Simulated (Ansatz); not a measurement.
# C$_{4}$H$_{12}$N···C$_{7}$H$_{5}$O$_{2}$ (tetramethylammonium benzoate): what the fields show

The calculation's input:

```
crystal:
  periodic: [false, false, false]
  atoms:
    - {symbol: C, position_ang: [-3.890779, 1.117694, -1.582259]}
    - {symbol: N, position_ang: [-2.550642, 0.746668, -1.036983]}
    - {symbol: C, position_ang: [-1.603966, 0.399976, -2.159240]}
    - {symbol: C, position_ang: [-2.664658, -0.457536, -0.135348]}
    - {symbol: C, position_ang: [-1.977207, 1.897536, -0.248799]}
    - {symbol: H, position_ang: [-4.299764, 0.267979, -2.159914]}
    - {symbol: H, position_ang: [-4.568237, 1.360420, -0.742835]}
    - {symbol: H, position_ang: [-3.781881, 1.999738, -2.239962]}
    - {symbol: H, position_ang: [-1.413468, 1.312054, -2.753759]}
    - {symbol: H, position_ang: [-0.679738, -0.008035, -1.675416]}
    - {symbol: H, position_ang: [-2.082803, -0.373540, -2.788689]}
    - {symbol: H, position_ang: [-3.249434, -0.174214, 0.758777]}
    - {symbol: H, position_ang: [-3.183911, -1.259259, -0.693431]}
    - {symbol: H, position_ang: [-1.616065, -0.767524, 0.108375]}
    - {symbol: H, position_ang: [-2.681345, 2.132464, 0.571588]}
    - {symbol: H, position_ang: [-1.891703, 2.766419, -0.928400]}
    - {symbol: H, position_ang: [-0.961612, 1.598961, 0.159872]}
    - {symbol: O, position_ang: [0.641594, 1.095667, 0.798008]}
    - {symbol: C, position_ang: [0.964732, -0.079849, 0.468345]}
    - {symbol: O, position_ang: [0.273314, -0.882673, -0.248803]}
    - {symbol: C, position_ang: [2.307297, -0.599088, 0.966005]}
    - {symbol: C, position_ang: [3.130986, 0.216674, 1.765068]}
    - {symbol: C, position_ang: [4.366982, -0.258154, 2.226276]}
    - {symbol: C, position_ang: [4.790989, -1.556382, 1.891818]}
    - {symbol: C, position_ang: [3.973293, -2.375712, 1.094290]}
    - {symbol: C, position_ang: [2.737649, -1.897888, 0.634265]}
    - {symbol: H, position_ang: [2.766572, 1.227092, 2.004348]}
    - {symbol: H, position_ang: [5.007188, 0.384581, 2.851628]}
    - {symbol: H, position_ang: [5.761717, -1.930488, 2.253856]}
    - {symbol: H, position_ang: [4.304314, -3.393533, 0.832429]}
    - {symbol: H, position_ang: [2.070566, -2.510040, 0.008910]}
basis:
  gaussian: {orbitals: def2-TZVP, initial_orbitals: start.molden}
hamiltonian: {xc: pbe0, dispersion: d4}
scf: {omitted_lower_state_checks: [starts]}
output: {forces: true, orbitals: {seedname: orbitals}}
```

Command:

```sh
ansatz run in.yaml --threads 4 --pin off --events-out ev --progress --plain --max-ram 6963MiB
```

Geometry: PBE-D4/def2-SVP; not at a stationary point (largest force 1.3 eV/Å).

The calculation used RKS PBE0-D4/def2-TZVP in Ansatz.

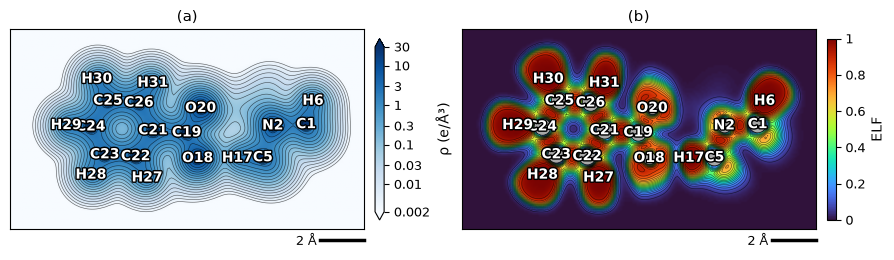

Figure 1. (a) total electron density; (b) electron localisation function on the plane of atoms N2, C5 and H17. Grey discs cover the atomic cores in the ELF map.

**Interpret the plot.**

- The plane passes through C, N, H and O nuclei.
- O18···H17 (1.80 Å): the density falls to about 0.27 e/Å³ on the way; the ELF dips to about 0.15 between them.
- C–O (1.26 Å): ρ at the midpoint is about 3 e/Å³; the ELF peaks at about 0.85 between the atoms, as expected for a short, strongly polar bond.
- C–C (1.40 Å): the density is about 2.1 e/Å³ at the midpoint; the ELF peaks at about 0.95 between the atoms; a covalent bond.
- C–N (1.49 Å): ρ at the midpoint is about 1.8 e/Å³; the ELF peaks at about 0.95 between the atoms; a covalent bond.
- C–H (1.10 Å): ρ is about 2 e/Å³ halfway; the ELF climbs to about 1 towards the hydrogen, as it does in any bond to H; an ordinary covalent bond to hydrogen.
- The ELF also peaks beside O18 and O20, away from the bonds: lone-pair regions.

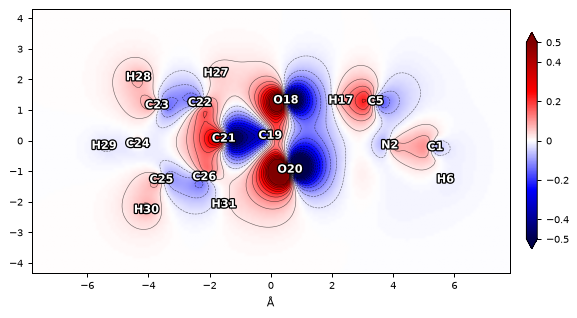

Figure 2. The HOMO−1 on the plane of atoms C23, C24 and H29 (values in Å⁻³ᐟ²; the overall sign is arbitrary).

**Where does this orbital lie, and at what energy?**

Its weight (Hirshfeld) is mainly on O20 (about 45 %), O18 (about 20 %), C21 (about 10 %) and C19 (about 10 %). Its energy is −6.23 eV.

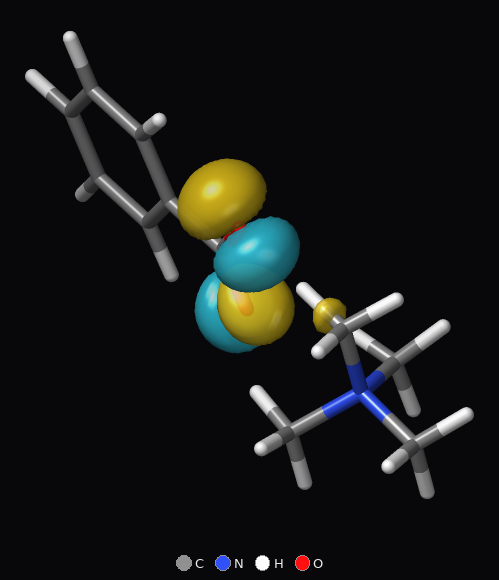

Figure 3. The HOMO at ±0.15 Å⁻³ᐟ² (yellow and cyan are the two phases), seen at an oblique angle.

**What is the character of this orbital?**

It lies mainly on O18 (about 55 %), O20 (about 30 %) and C19 (about 5 %); largely a combination of lone pairs on O18 and O20. Its energy is −6.04 eV.
